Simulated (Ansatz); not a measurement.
TiCdO3 (space group R-3)

```
TiCdO3
1.0
    2.61559     1.51011     4.93426
   -2.61559     1.51011     4.93426
    0.00000    -3.02022     4.93426
Ti Cd O
2 2 6
Direct
  0.85041   0.85041   0.85041
  0.14959   0.14959   0.14959
  0.63658   0.63658   0.63658
  0.36342   0.36342   0.36342
  0.80348   0.43766   0.03631
  0.19652   0.56234   0.96369
  0.03631   0.80348   0.43766
  0.96369   0.19652   0.56234
  0.43766   0.03631   0.80348
  0.56234   0.96369   0.19652
```

This relaxed cell (volume V₀) is scaled evenly in all directions, its shape held. The atoms relax within the cell's symmetry.

Calculation: PBEsol (plane waves to 420 eV, PAW, scalar-relativistic; Ansatz, a program for electronic structure). k mesh 8×8×8 (Γ-centred), Fermi-Dirac smearing 0.05 eV. E stands for the smeared free energy. With the shape held, the modulus is that of even scaling; a crystal free to change shape is softer. TiCdO3 is run without spin polarisation. TiCdO3 was relaxed with its symmetry unable to fall. The zero of ΔE is the relaxed starting cell.

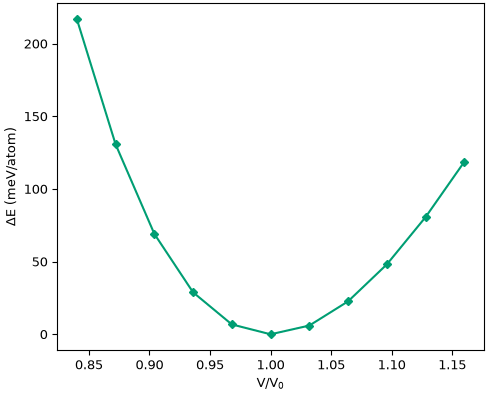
Figure: ΔE (meV/atom) against V/V₀; markers are the computed points, lines only join them.

Problem. What is ΔE at V/V₀ = 1.160?

Solution. About 120 meV/atom.

Problem. What is ΔE at V/V₀ = 0.840?

Solution. About 220 meV/atom.

Problem. What bulk modulus at fixed cell shape B₀ follows from a third-order Birch-Murnaghan fit?

Solution. About 170 GPa.

(Under strain, the slope of the energy per volume gives the stress and its curvature an elastic modulus.)
